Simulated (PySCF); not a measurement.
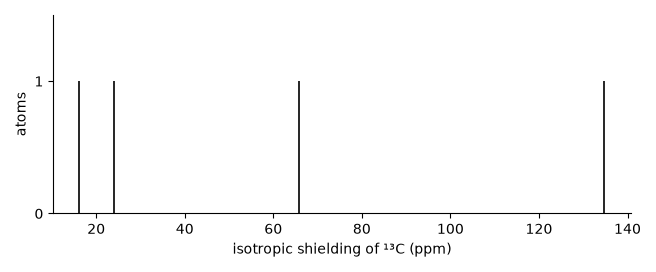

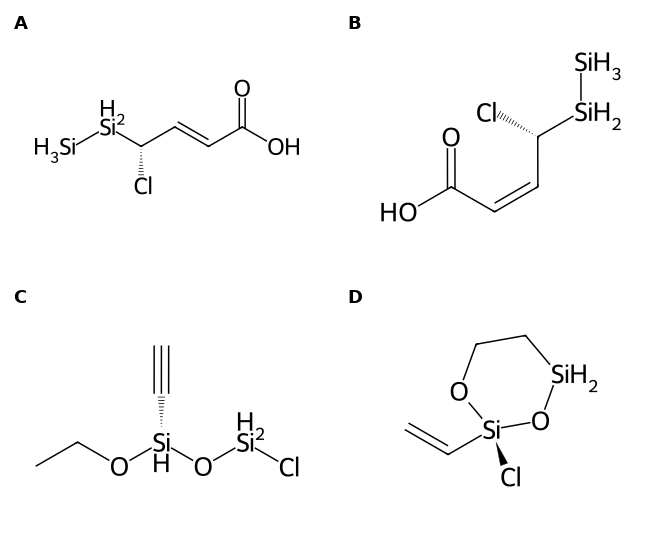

The sticks are computed shieldings of one of the molecules, for one fixed geometry (GFN2-xTB) without averaging over rotations. Low shielding means a high chemical shift. Method: GIAO PBE0/pcSseg-1 NMR shielding, non-relativistic, gas phase (PySCF 2.14.0).

Which molecule gives this pattern?

A, `O=C(O)/C=C/[C@H](Cl)[SiH2][SiH3]`. Its 4 C atoms give lines at 16.2, 24.0, 65.8, 134.8 ppm.

The geometry is semi-empirical. Around Si such bond lengths and angles can be off by a tenth of an ångström or more and by several degrees, and values that hang on the shape move with them.
